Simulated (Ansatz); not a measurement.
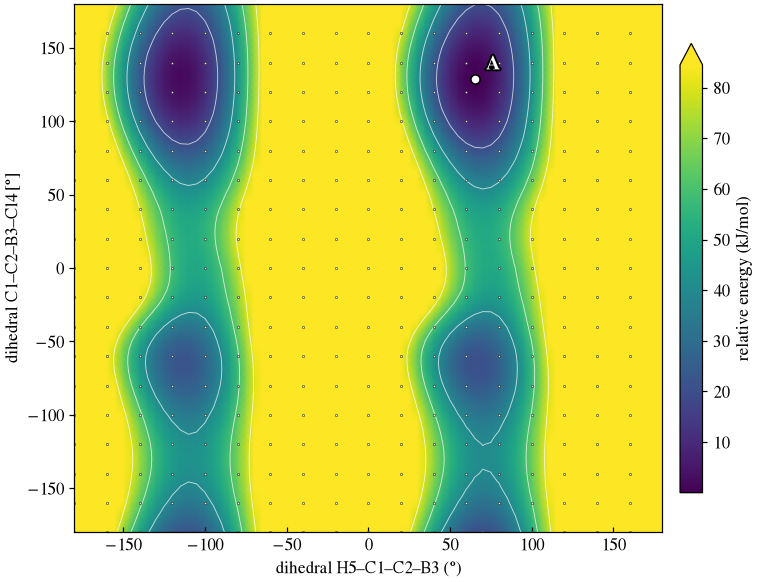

C2H5BCl, SMILES [CH2+]CBCl, charge +1. Coordinates scanned: (1) dihedral H5–C1–C2–B3; (2) dihedral C1–C2–B3–Cl4. Nothing is relaxed (all other coordinates rigid). The grid has 18 × 18 points. Points are written as (first, second). All energies are given in kJ/mol relative to the relaxed molecule at the same level. Method: RKS PBE-D4/def2-SVP in Ansatz 0.2.0.

Drawn: a smooth colour map with a few white contour lines, dots at the grid points, one colour for all values above the top of the scale, the well A. Between grid points the surface is interpolated.

> Estimate the position of the minimum and the force constants in these coordinates. Take the well at A.

The interpolated minimum is at dihedral H5–C1–C2–B3 ≈ 66°, dihedral C1–C2–B3–Cl4 ≈ 129°. The curvatures there are about 2.4 eV/rad² and 0.68 eV/rad², with a cross term of about −0.03 eV/rad². Round the minimum the two coordinates are nearly uncoupled. (1 eV is 96.5 kJ/mol.)
